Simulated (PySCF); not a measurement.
# CHCl3W (W(CH)Cl3): what the fields show

```xyz
6

W    -0.0582    0.0006   -0.4943
C     0.1610    0.0010    1.2246
H     0.3024    0.0004    2.3081
Cl    2.0593    0.0007   -1.3098
Cl   -1.2283    1.9030   -0.8862
Cl   -1.2288   -1.9016   -0.8855
```

Geometry: PBE0-D3(BJ)/def2-SVP; core potentials replace the inner electrons of W.

Computed with PySCF 2.14.0, density-fitted response routines, DFT single point, gas phase, functional PBE0.

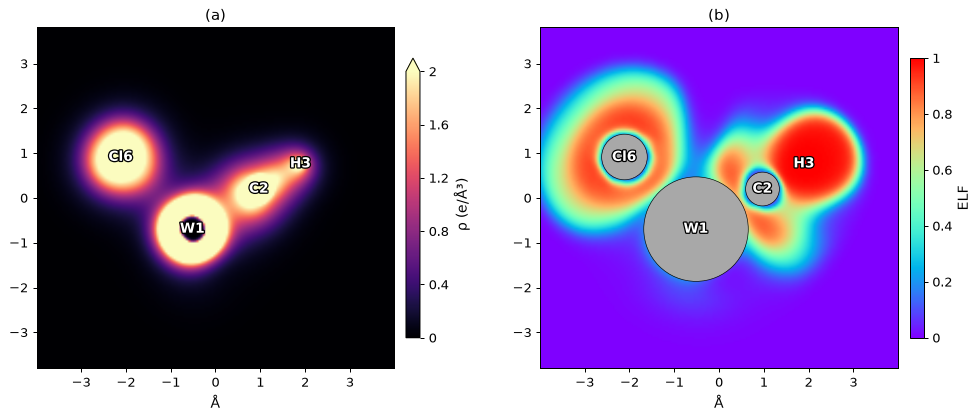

Figure 1. (a) electron density; (b) electron localisation function on the plane of atoms C2, W1 and Cl6. Grey discs cover the atomic cores in the ELF map.

Question: Interpret the plot.

Answer:
- The section cuts through W, C, H and Cl sites.
- C–W (1.73 Å): the density is about 1.8 e/Å³ at the midpoint; the ELF peaks at about 0.75 in the valence shell of C, 0.6 Å from its nucleus, and is about 0.40 at the midpoint.
- W–Cl (2.27 Å): the density is about 0.72 e/Å³ at the midpoint; the ELF peaks at about 0.85 in the valence shell of Cl, 0.8 Å from its nucleus, and is about 0.40 at the midpoint.
- C–H (1.09 Å): ρ is about 1.9 e/Å³ halfway; the ELF climbs to about 1 towards the hydrogen, as it does in any bond to H (a covalent bond by its length).

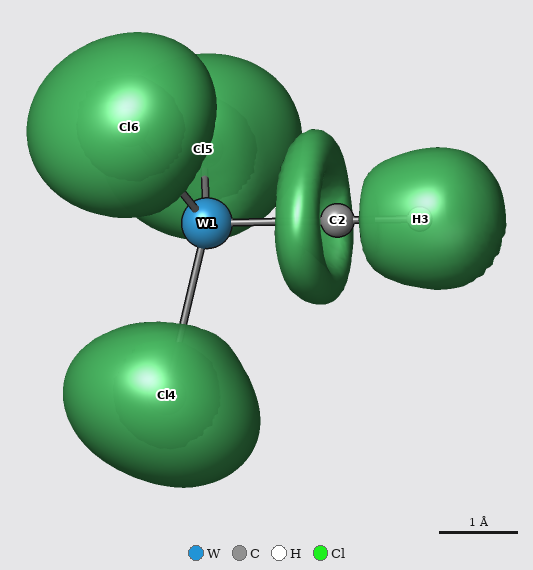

Figure 2. Isosurface of the ELF at 0.75 (green), seen at a tilt. Core shells and regions of very low density are left out.

Question: Where are the electrons localised?

Answer: The ELF exceeds this value in one region around a hydrogen nucleus, one region wrapped around C (its valence shell) and three regions wrapped around Cl (the valence shell of each).

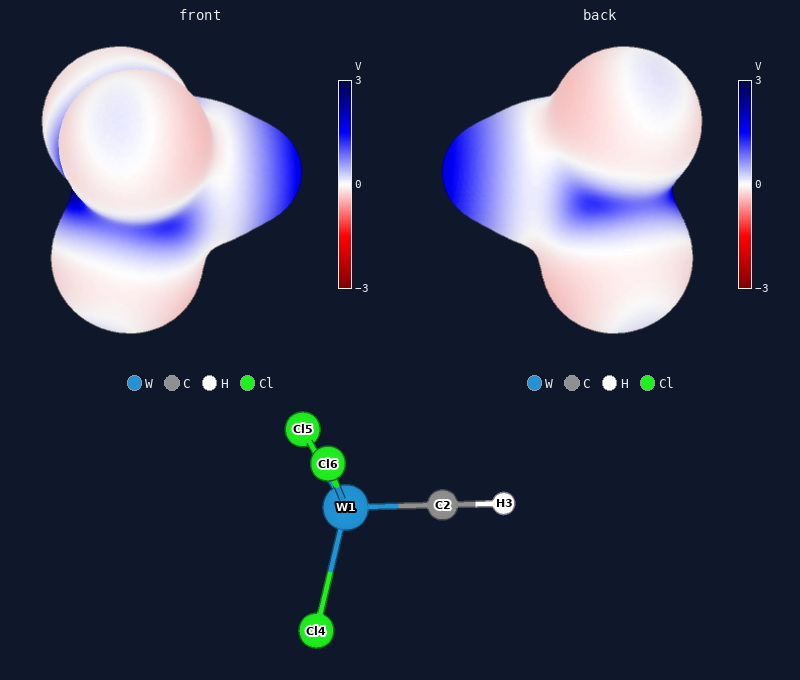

Figure 3. The molecular electrostatic potential painted on the density surface at 0.002 e/bohr³, seen from the front and from behind; red is negative and blue positive. The bare structure is drawn below in the same view.

Question: Where is the surface potential most negative and most positive?

Answer: The most negative region (about −0.3 V, or −7 kcal/mol for a unit charge) lies over Cl4, Cl5 and Cl6, the most positive (about +2.7 V, or +62 kcal/mol for a unit charge) over W1.
